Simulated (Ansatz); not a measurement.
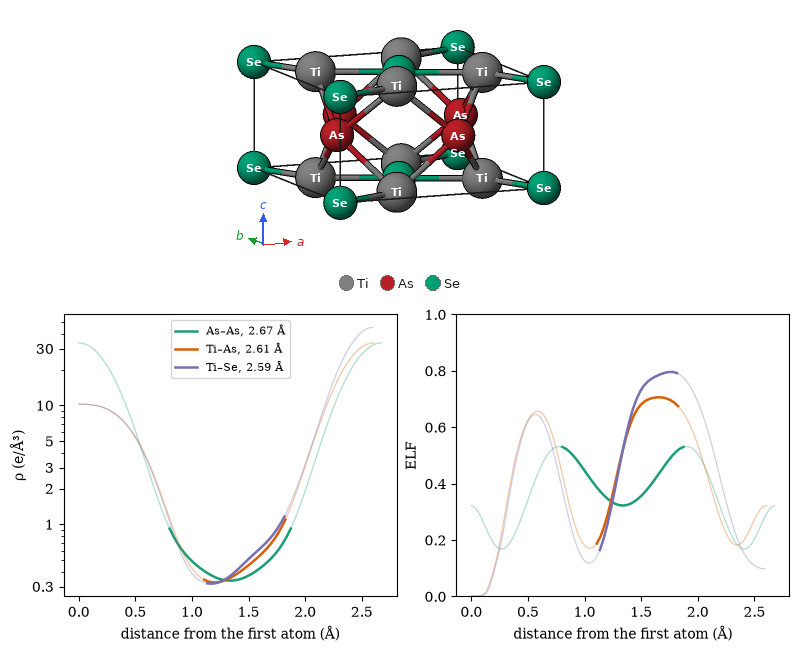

Ti2As2Se. Valence pseudo-density and electron localisation function along straight lines between neighbouring atoms. Thin, pale parts lie inside the atomic spheres. The structure is drawn too.

Space group P4/mbm; a generated structure, not necessarily the stable one; changed on purpose from its base cell (volume × 0.91, shape and atoms relaxed); computed pressure about 12 GPa in this cell; computed without spin polarisation.

These are results of DFT PBE, scalar-relativistic, plane waves, PAW (Ansatz 0.2.0), not measurements.

In a PAW calculation such maps are meaningful between the atoms, not at the nuclei.

```xyz
10
Lattice="6.8729 0.0000 0.0000 0.0000 6.8729 0.0000 0.0000 0.0000 3.3433" Properties=species:S:1:pos:R:3 pbc="T T T"
Ti    1.0762    4.5126    0.0000
Ti    4.5126    5.7967    0.0000
Ti    5.7967    2.3603    0.0000
Ti    2.3603    1.0762    0.0000
As    2.4908    5.9272    1.6717
As    5.9272    4.3821    1.6717
As    0.9456    2.4908    1.6717
As    4.3821    0.9456    1.6717
Se    3.4364    3.4364    0.0000
Se    0.0000    0.0000    0.0000
```

Compare the contacts.

As–As (2.67 Å): ρ is about 0.34 e/Å³ halfway; the ELF is about 0.30 at the midpoint.
Ti–As (2.61 Å): the density is about 0.34 e/Å³ at the midpoint; the ELF is about 0.45 at the midpoint.
Ti–Se (2.59 Å): ρ is about 0.35 e/Å³ halfway; the ELF is about 0.45 at the midpoint.
